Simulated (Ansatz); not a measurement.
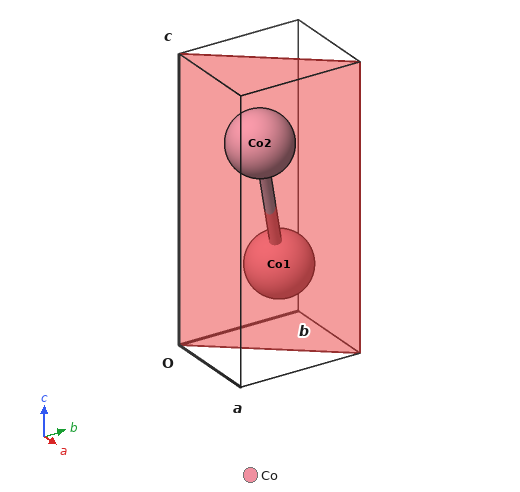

For Co, the input geometry of an electronic-structure calculation (not necessarily at equilibrium): the shaded plane is a symmetry element of the crystal. All values are computed from the atomic coordinates in the standard setting (tolerance 0.002 Å).

a = 2.505 Å, b = 2.505 Å, c = 4.089 Å, α = 90.00°, β = 90.00°, γ = 120.00°.

| atom | x | y | z |
| --- | --- | --- | --- |
| Co1 | 0.3333 | 0.6667 | 0.2500 |
| Co2 | 0.6667 | 0.3333 | 0.7500 |

Is it a mirror or a glide plane, and what is the operation?

It is a glide plane with glide vector (0, 0, 1/2), parallel to (1 −1 0), through (1/2, 1/2, 1/2): x, y, z → y, x, z+1/2.

Onto which atom does it carry each atom (up to whole multiples of a, b and c)?

Co1 → Co2, Co2 → Co1.

What is the crystal's space group?

No. 194, P6₃/mmc.
